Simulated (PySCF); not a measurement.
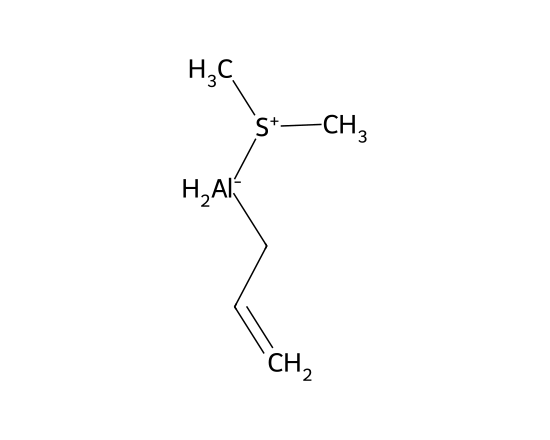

A structural formula.

Give its SMILES.

C=C[CH2][AlH2-][S+](C)C

What is the molecular formula?

C5H13AlS.

An optimisation with PBE0-D3(BJ)/def2-SVP gave a structure of which point group?

C1. Other conformers may differ.

The parts below concern this one geometry. Atoms keep their numbers from picture to picture. The geometry was computed by an optimisation with PBE0-D3(BJ)/def2-SVP. No frequency run is at hand to confirm it as a minimum.

**Shape**

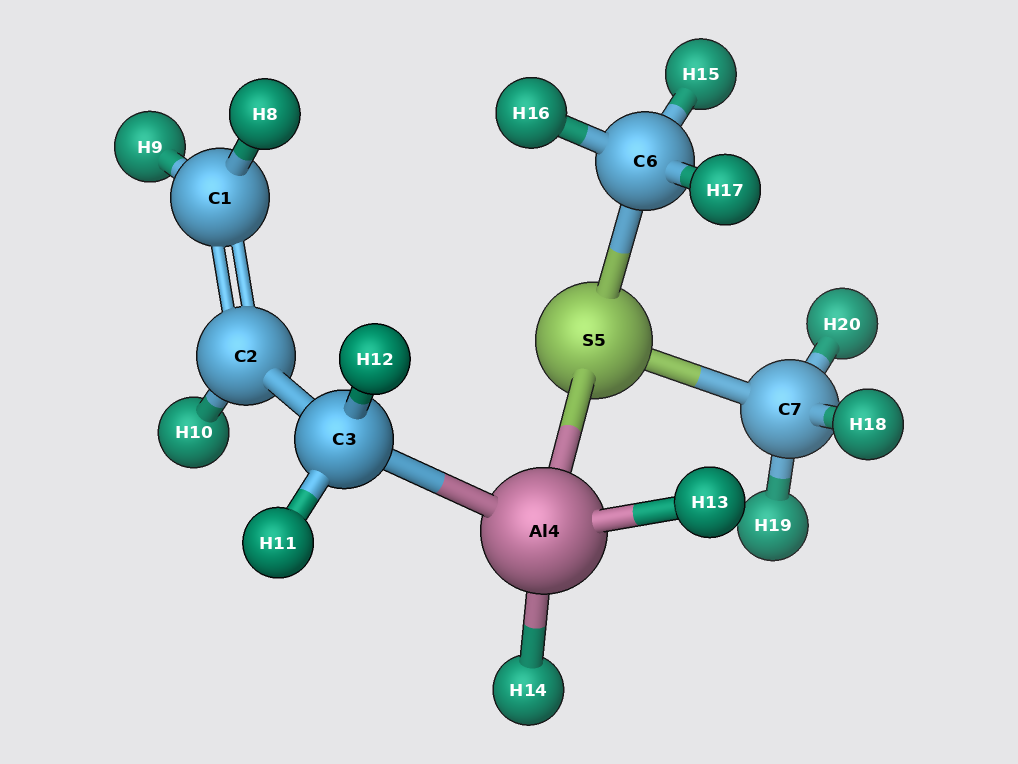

No frequency run is at hand to confirm it as a minimum.

How are the neighbours of atom 2 arranged?

C2 has 3 neighbours (C1 at 1.34, C3 at 1.48, H10 at 1.10 Å); the arrangement is trigonal planar.

Describe the coordination of atom 6.

C6 has 4 neighbours (S5 at 1.80, H15 at 1.10, H16 at 1.10, H17 at 1.10 Å); the arrangement is tetrahedral.

How are the neighbours of atom 5 arranged?

S5 has 3 neighbours (Al4 at 2.46, C6 at 1.80, C7 at 1.81 Å); the arrangement is trigonal pyramidal.

What is the geometry at C3?

C3 has 4 neighbours (C2 at 1.48, Al4 at 2.00, H11 at 1.11, H12 at 1.10 Å); the arrangement is tetrahedral.

What is the dihedral angle C2–C3–Al4–S5?

30° in size, that is syn (eclipsed).

**Polarisability**

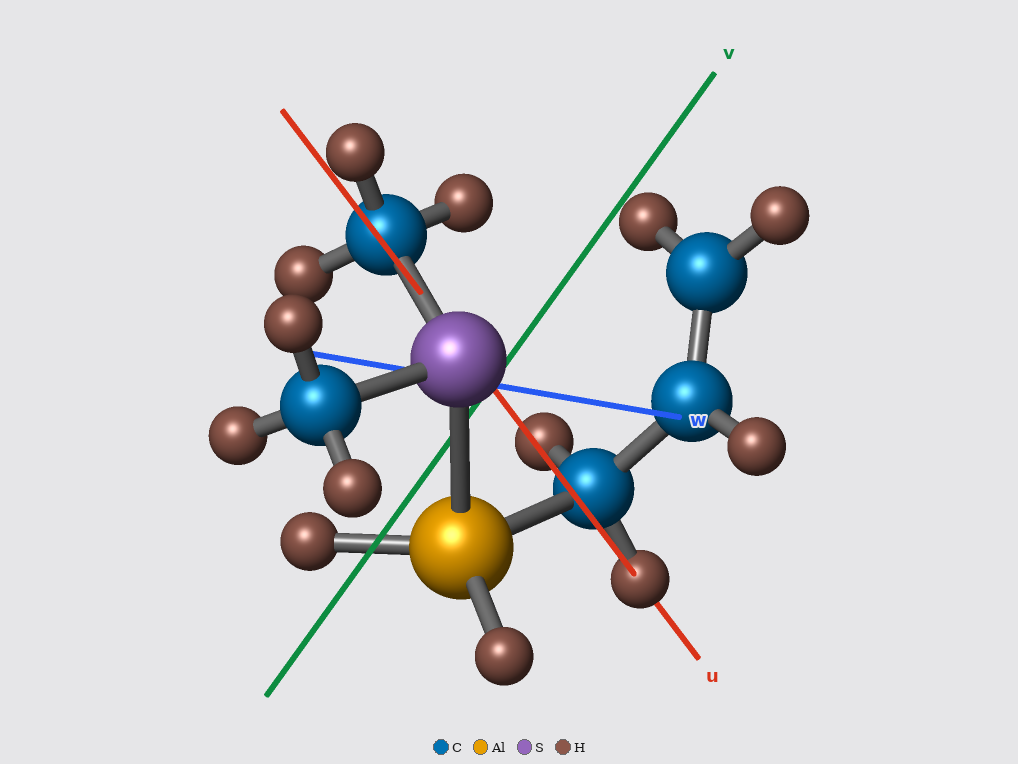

The lines u, v and w are the principal axes of the static dipole polarisability. No frequency run is at hand to confirm it as a minimum. Method: CAM-B3LYP/def2-SVPD (PySCF 2.14.0).

Along which axis is the molecule most polarisable, and along which least?

Most along v, least along w.

Give the three principal values.

u 116.2, v 129.5, w 98.7 bohr³; mean 114.8, anisotropy 26.8 bohr³.

**NMR shielding**

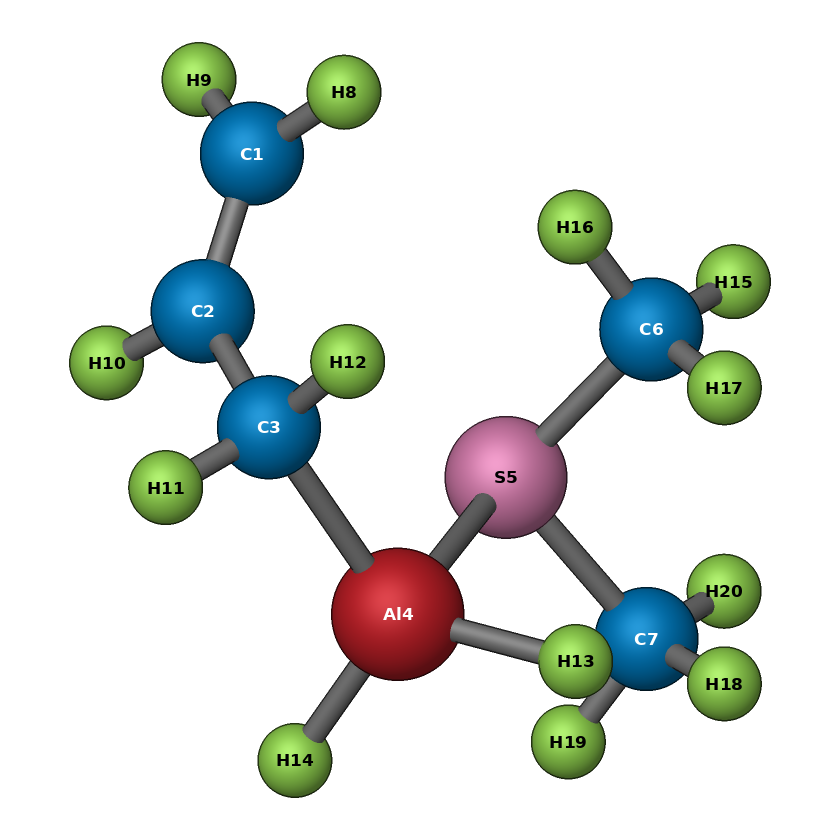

No frequency run is at hand to confirm it as a minimum. Properties computed with GIAO mPW1PW91/pcSseg-1 NMR shielding, non-relativistic, gas phase (PySCF 2.14.0). Principal shieldings σ11 ≤ σ22 ≤ σ33, span Ω = σ33 − σ11, skew κ = 3(σiso − σ22)/Ω.

Give the shielding tensors of the Al atoms.

| atom | σ11 | σ22 | σ33 | σiso | Ω | κ |
| --- | --- | --- | --- | --- | --- | --- |
| Al4 | 390.1 | 398.3 | 422.5 | 403.6 | 32.4 | 0.49 |

Shieldings and span in ppm.

**Quadrupole coupling**

No frequency run is at hand to confirm it as a minimum. Electric field gradients from the ground-state density, PBE0/pcSseg-1 (PySCF 2.14.0), non-relativistic apart from any core potentials.

Give the largest field-gradient component, the quadrupole coupling constant and the asymmetry for 27Al at Al4 (Q = 146.6 mb), 33S at S5 (Q = −67.81 mb), 2H at H8 (Q = 2.86 mb), 2H at H9 (Q = 2.86 mb), 2H at H10 (Q = 2.86 mb), 2H at H11 (Q = 2.86 mb).

| atom | V_zz (a.u.) | e²qQ/h (MHz) | η |
| --- | --- | --- | --- |
| Al4 | 0.929 | 32.0 | 0.06 |
| S5 | −2.397 | 38.2 | 0.71 |
| H8 | 0.306 | 0.206 | 0.07 |
| H9 | 0.311 | 0.209 | 0.08 |
| H10 | 0.293 | 0.197 | 0.05 |
| H11 | 0.294 | 0.197 | 0.07 |

**Excitation**

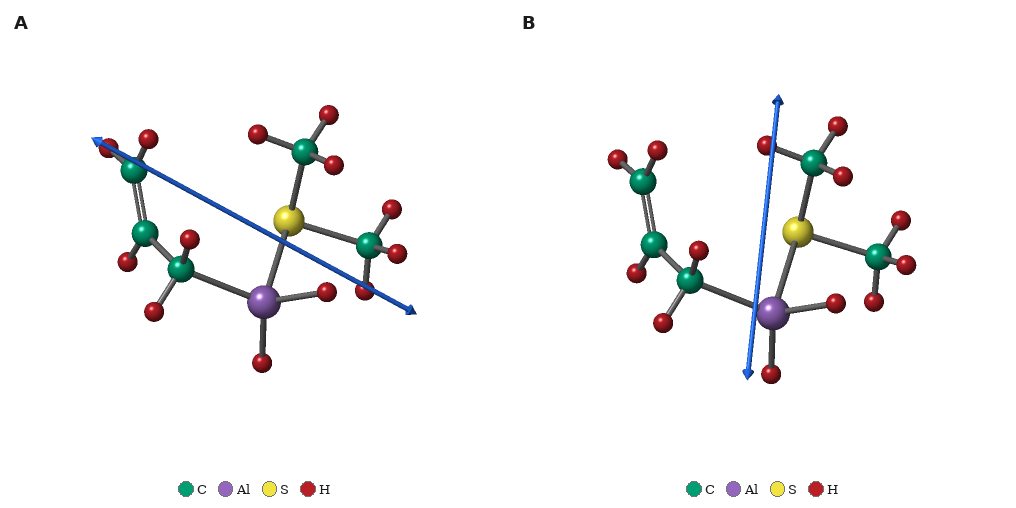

The double arrows show the directions of two transition dipoles from the ground state (lengths mean nothing). No frequency run is at hand to confirm it as a minimum. Properties computed with TDDFT CAM-B3LYP/def2-SVPD, vertical, gas phase, core orbitals frozen in the response (PySCF 2.14.0).

One belongs to singlet state 2 and one to singlet state 8. Which is which?

A: state 8, 6.91 eV (179 nm), oscillator strength 0.060, of mixed character, with the largest part HOMO → LUMO+5 (weight 0.38).
B: state 2, 6.03 eV (206 nm), oscillator strength 0.027, mainly HOMO → LUMO (weight 0.52).
